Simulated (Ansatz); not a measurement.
# Abstraction of Br: InH2Br + AlBr2 → InH2 + AlBr3

Species: InH2Br `[Br][InH2]`, singlet; AlBr2 `[Br][Al][Br]`, doublet; InH2 `[InH2]`, doublet; AlBr3 (aluminum bromide) `[Br][Al]([Br])[Br]`, singlet. A radical takes Br: the energy is the difference in strength between the In–Br bond broken and the Al–Br bond made.

Shapes, held fixed at every level: PBE0-D4/def2-TZVP. Programs: Ansatz 0.2.0. The zero-point and thermal change to 298 K, harmonic and unscaled (PBE0-D4/def2-TZVP), is -3.5 kJ/mol.

```json
{"level": "HF/def2-SVP", "kind": "Hartree–Fock", "ΔH(298 K) (kJ/mol)": "-49.0", "less CCSD(T)/def2-TZVPP": "+1.2", "CPU time (sum over the molecules)": "–"}
{"level": "HF/def2-TZVPP", "kind": "Hartree–Fock", "ΔH(298 K) (kJ/mol)": "-41.1", "less CCSD(T)/def2-TZVPP": "+9.1", "CPU time (sum over the molecules)": "–"}
{"level": "SPW92/def2-TZVPP", "kind": "LDA", "ΔH(298 K) (kJ/mol)": "-36.0", "less CCSD(T)/def2-TZVPP": "+14.2", "CPU time (sum over the molecules)": "9.1 s"}
{"level": "PBE-D4/def2-TZVPP", "kind": "GGA", "ΔH(298 K) (kJ/mol)": "-38.6", "less CCSD(T)/def2-TZVPP": "+11.6", "CPU time (sum over the molecules)": "16 s"}
{"level": "wB97M-V/def2-TZVPP", "kind": "range-separated hybrid", "ΔH(298 K) (kJ/mol)": "-52.1", "less CCSD(T)/def2-TZVPP": "-1.9", "CPU time (sum over the molecules)": "86 s"}
{"level": "CCSD(T)/def2-SVP", "kind": "coupled cluster or CI", "ΔH(298 K) (kJ/mol)": "-54.5", "less CCSD(T)/def2-TZVPP": "-4.3", "CPU time (sum over the molecules)": "35 s"}
{"level": "CCSD(T)/def2-TZVPP", "kind": "coupled cluster or CI", "ΔH(298 K) (kJ/mol)": "-50.2", "less CCSD(T)/def2-TZVPP": "0.0", "CPU time (sum over the molecules)": "3.1 min"}
```

The highest level, CCSD(T)/def2-TZVPP, gives ΔH(298 K) = -50.2 kJ/mol; the levels span -54.5 to -36.0. The column of differences is taken from that level and isn't an error. No measured value is set beside it here. Open shells run unrestricted unless RO is named. For atoms past krypton def2 sets carry core potentials with scalar relativity. Relativity is left out for Br unless named. Correlated rows may include outer-core shells of Br, In, which these sets cover unevenly. Times are processor times on shared x86 and Arm servers, and rough.

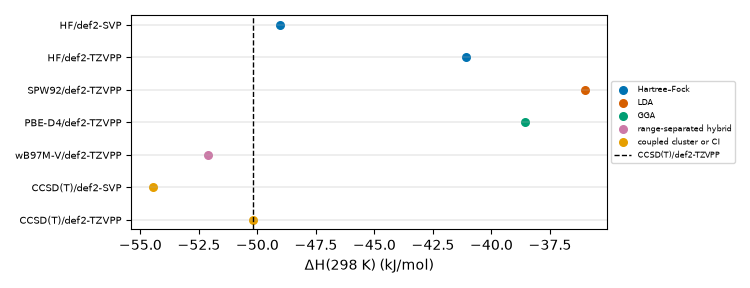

The values of the table, level by level.
